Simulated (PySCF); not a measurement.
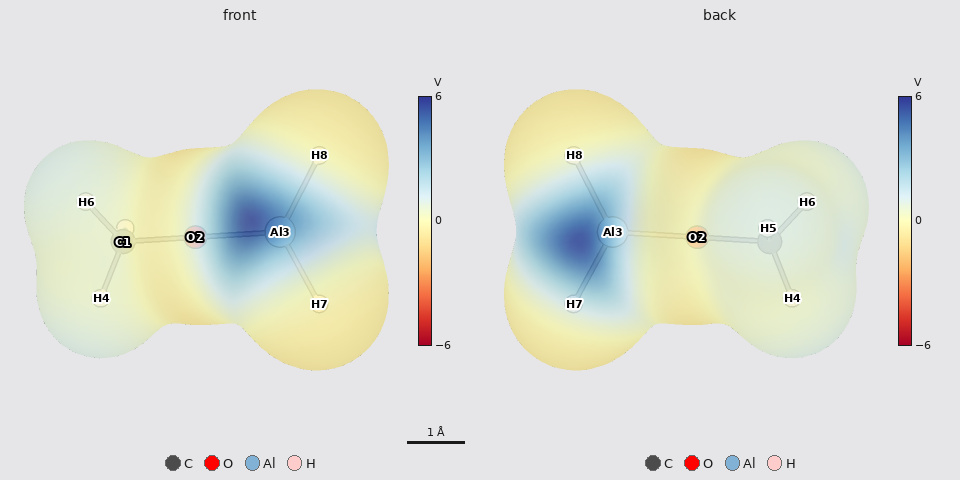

Figure. CH5AlO (SMILES C[O][AlH2]). The molecular electrostatic potential painted on the density surface at 0.004 e/bohr³, seen from the front and from behind; red is negative and blue positive.

Geometry: GFN2-xTB.

Theory: CAM-B3LYP/def2-SVPD, SCF density, gas phase (PySCF 2.14.0).

```yaml
atoms:
  - { symbol: C, position_ang: [-1.3382, -0.1806, 0.1996] }
  - { symbol: O, position_ang: [0.0363, 0.0060, -0.0078] }
  - { symbol: Al, position_ang: [1.6454, 0.2246, -0.2510] }
  - { symbol: H, position_ang: [-1.5291, -1.2056, 0.5225] }
  - { symbol: H, position_ang: [-1.8822, 0.0075, -0.7284] }
  - { symbol: H, position_ang: [-1.6955, 0.5079, 0.9681] }
  - { symbol: H, position_ang: [2.5885, -0.9824, -0.1984] }
  - { symbol: H, position_ang: [2.1839, 1.6320, -0.5293] }
```

Which sites attract a positive test charge, and which a negative one?

A positive charge is drawn to the negative regions and a negative charge to the positive ones. The most negative region (about −0.6 V) lies over O2 and H7, the most positive (about +5.4 V) over Al3.

What dipole moment does the calculation give?

Its dipole moment is 1.18 D.
